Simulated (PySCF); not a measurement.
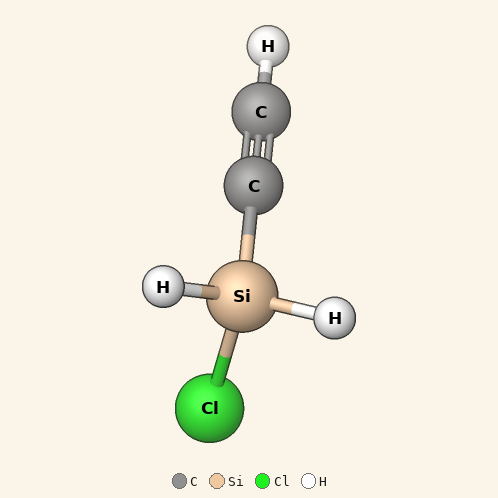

The geometry was computed by an optimisation with PBE0-D3(BJ)/def2-SVP. No frequency run is at hand to confirm it as a minimum. Method: B3LYP/pcSseg-2, gas phase (PySCF 2.14.0).

Computed properties:

The species is C2H3ClSi (`C#C[SiH2]Cl`).
- dipole moment: 1.73 D
- HOMO energy (Kohn–Sham orbital): −8.32 eV
- LUMO energy (Kohn–Sham orbital): −1.13 eV
- HOMO–LUMO gap: 7.18 eV
